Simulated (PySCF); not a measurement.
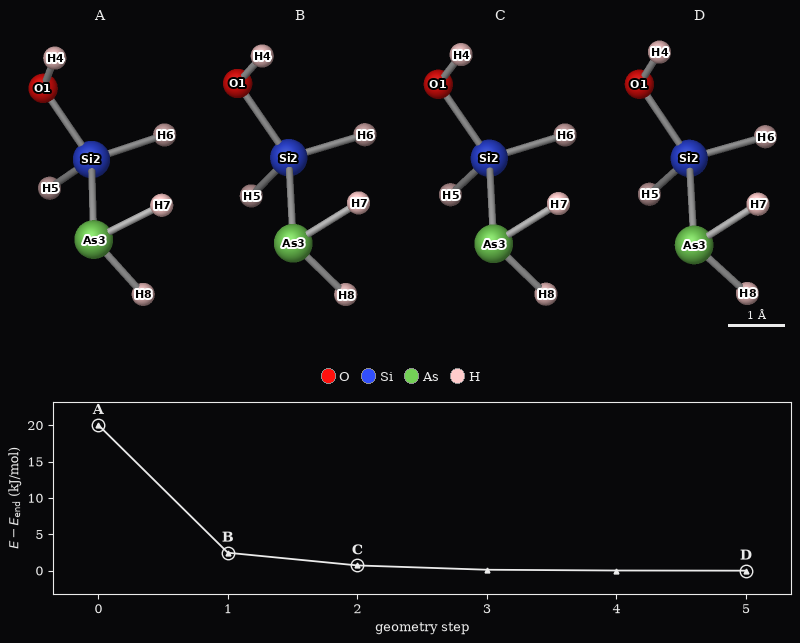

Frames of a relaxation of SiAsH5O, marked on the history of the run. A ball-and-stick model, seen from a free direction.

The start comes from GFN2-xTB. Its atoms were then displaced at random by about 0.01 Å.

Level of theory: PBE0-D3(BJ)/def2-SVP geometry optimisation, gas phase in PySCF. 

**Describe the path.**

After 5 geometry steps the energy has fallen by 20.0 kJ/mol. The largest move after the best rigid fit is that of H4, 0.15 Å. By element the largest moves are H 0.15 Å, O 0.11 Å, As 0.10 Å, Si 0.05 Å. Some distances before and after: O1–Si2 1.601 → 1.667 Å, Si2–As3 2.316 → 2.375 Å, Si2–H5 1.455 → 1.489 Å, Si2–H6 1.468 → 1.498 Å. Bond angles that change, for instance: As3–Si2–H5 113.1° → 107.5°, O1–Si2–H5 100.9° → 106.1°, Si2–O1–H4 121.5° → 117.2°. Cost: 13 s on 1 thread of Arm Neoverse V2 (shared host). From step 0 to 1: O1 moves most (0.15 Å), energy −17.6 kJ/mol. From step 1 to 2: H4 moves most (0.03 Å), energy −1.75 kJ/mol. From step 2 to 5: H4 moves most (0.06 Å), energy −0.72 kJ/mol.

```
step  E − E(0), kJ/mol
   0              0.00
   1            -17.56
   2            -19.31
   3            -19.90
   4            -20.01
   5            -20.03
```
